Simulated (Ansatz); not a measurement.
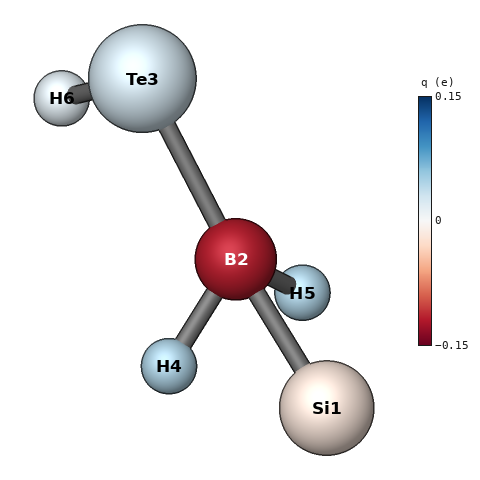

Atoms are coloured by their Mulliken charges. The geometry was computed by an optimisation with PBE-D4/def2-SVP. No frequency run is at hand to confirm it as a minimum. Method: RKS PBE-D4/def2-SVP, core potentials on Te (Ansatz 0.2.0).

Give the Mulliken charges atom by atom.

| atom | value (e) |
| --- | --- |
| Si1 | −0.02 |
| B2 | −0.12 |
| Te3 | 0.03 |
| H4 | 0.05 |
| H5 | 0.04 |
| H6 | 0.02 |

Mulliken values depend strongly on the basis set and can even reverse the polarity of a bond.
